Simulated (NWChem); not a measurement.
# UPBEsol/pcseg-2 run of AlCl2 (SMILES [Cl][Al][Cl])

What is the vertical ionisation energy of AlCl2 at UPBEsol/pcseg-2? 

The results are computed with NWChem 7.3.0.

3 further runs of the same task are left out: 3 set aside as unsound or not needed.

## Step 1: The structure to begin with

AlCl2 has 3 atoms, charge 0, and is taken as a doublet. SMILES: `[Cl][Al][Cl]`. The coordinates come from a PBE0-D4/def2-TZVP relaxation.

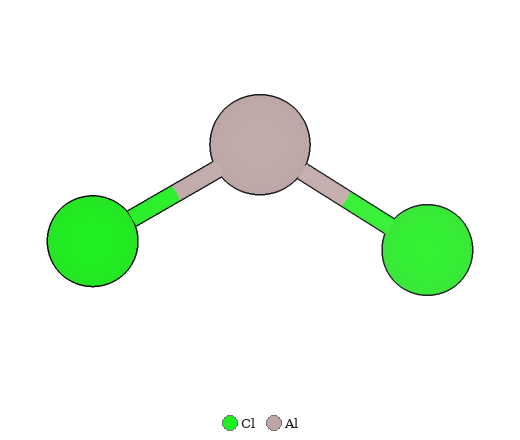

Viewed from a chosen angle; chlorine green, aluminium light grey.

## Step 2: The charge distribution at UPBEsol/pcseg-2

File m1.nw:

```
start m1
title "AlCl2"
memory total 2200 mb
geometry noautosym nocenter noautoz
  Cl    1.374800    0.868300    0.838700
  Al   -0.432100    0.520700   -0.177200
  Cl   -0.953600   -1.453800   -0.674700
end
basis spherical
  * library pcseg-2
end
dft
  xc gga_x_pbe_sol gga_c_pbe_sol
  mult 2
  grid coarse
  maxiter 150
  noprint "final vectors analysis"
end
property
  efield
  quadrupole
  electrondensity
  dipole
  mulliken
end
task dft property
```

Started as:

```console
$ nwchem m1.nw > m1.out
```

The program printed:

```text
[...]
          Wavefunction type:  spin polarized.
          No. of atoms     :     3
          No. of electrons :    47
[...]
          Charge           :     0
          Spin multiplicity:     2
[...]
          AO basis - number of functions:   102
[...]
              XC Information
              --------------
          Using LibXC version      7.1.2
                                     gga_x_pbe_sol  1.000
                                     gga_c_pbe_sol  1.000
[...]
 d= 0,ls=0.0,diis     1  -1160.5639310658 -1.31D+03  8.24D-03  4.19D-01     2.9
[...]
 d= 0,ls=0.0,diis     8  -1160.6276593505  1.78D-08  3.49D-06  2.35D-07    18.6
[...]
         Total DFT energy =    -1160.627659350518
      One electron energy =    -1914.144964696495
           Coulomb energy =      672.800340206333
    Exchange-Corr. energy =      -72.809240807167
 Nuclear repulsion energy =      153.526205946810
[...]
      <S2> =      0.7519 (Exact =     0.7500)
[...]
   Dipole moment        1.5772628001 Debye(s)
             DMX       -0.9483827447 DMXEFC        0.0000000000
             DMY        1.2008661470 DMYEFC        0.0000000000
             DMZ       -0.3824246425 DMZEFC        0.0000000000
   -EFC- dipole         0.0000000000 DEBYE(S)
   Total dipole         1.5772628001 DEBYE(S)
[...]
```

Wall time 20 s (1 thread of AMD EPYC 7B13 (Zen 3), shared host); peak memory 0.12 GiB.

Atomic charges (e):

| atom | Mulliken |
| --- | --- |
| Cl1 | -0.297 |
| Al2 | +0.594 |
| Cl3 | -0.297 |

## Step 3: The singlet cation

File calc.nw:

```
START calc
memory 2200 mb
charge 1
GEOMETRY noautosym nocenter noautoz
Cl    1.374800    0.868300    0.838700
Al   -0.432100    0.520700   -0.177200
Cl   -0.953600   -1.453800   -0.674700
END
BASIS spherical
* library pcseg-2
END
DFT
xc gga_x_pbe_sol gga_c_pbe_sol
grid coarse
maxiter 150
END
PROPERTY
efield
quadrupole
electrondensity
dipole
mulliken
END
TASK dft property
```

Started as:

```console
$ nwchem calc.nw > calc.out
```

The program printed:

```text
[...]
          Wavefunction type:  closed shell.
          No. of atoms     :     3
          No. of electrons :    46
[...]
          Charge           :     1
          Spin multiplicity:     1
[...]
          AO basis - number of functions:   102
[...]
              XC Information
              --------------
          Using LibXC version      7.1.2
                                     gga_x_pbe_sol  1.000
                                     gga_c_pbe_sol  1.000
[...]
 d= 0,ls=0.0,diis     1  -1160.0845342623 -1.31D+03  2.75D-02  4.96D+00     2.4
[...]
 d= 0,ls=0.5,diis    33  -1160.3070039137 -6.96D-08  2.46D-06  2.34D-07    58.0
         Total DFT energy =    -1160.307003961163
      One electron energy =    -1902.843261334804
           Coulomb energy =      661.519221586197
    Exchange-Corr. energy =      -72.509170159366
 Nuclear repulsion energy =      153.526205946810
[...]
   Dipole moment        4.7040359414 Debye(s)
             DMX       -2.8290590898 DMXEFC        0.0000000000
             DMY        3.5808726643 DMYEFC        0.0000000000
             DMZ       -1.1409337256 DMZEFC        0.0000000000
   -EFC- dipole         0.0000000000 DEBYE(S)
   Total dipole         4.7040359414 DEBYE(S)
[...]
```

It took 61 s on 1 thread of AMD EPYC 7B13 (Zen 3), shared host; peak memory 0.11 GiB.

Atomic charges (e):

| atom | Mulliken |
| --- | --- |
| Cl1 | -0.040 |
| Al2 | +1.081 |
| Cl3 | -0.040 |

## Step 4: Outcome

Level: UPBEsol/pcseg-2.

```
                                          quantity           value
                       doublet AlCl2: total energy  -1160.62766 Eh
                      doublet AlCl2: dipole moment          1.58 D
                               doublet AlCl2: ⟨S²⟩           0.752
                      singlet cation: total energy  -1160.30700 Eh
                       singlet cation: HOMO energy       -13.76 eV
                       singlet cation: LUMO energy       -11.56 eV
                     singlet cation: HOMO–LUMO gap         2.20 eV
vertical ionisation energy (to the singlet cation)        8.725 eV
```

**Reading.** Removing an electron at fixed nuclei costs 8.73 eV (201 kcal/mol). Only the singlet of the ionised species was computed; a triplet could lie lower. Mulliken charges (doublet AlCl2) run from -0.30 on Cl3 to +0.59 on Al2. Mulliken charges (singlet cation) run from -0.04 on Cl3 to +1.08 on Al2; they depend strongly on the basis.
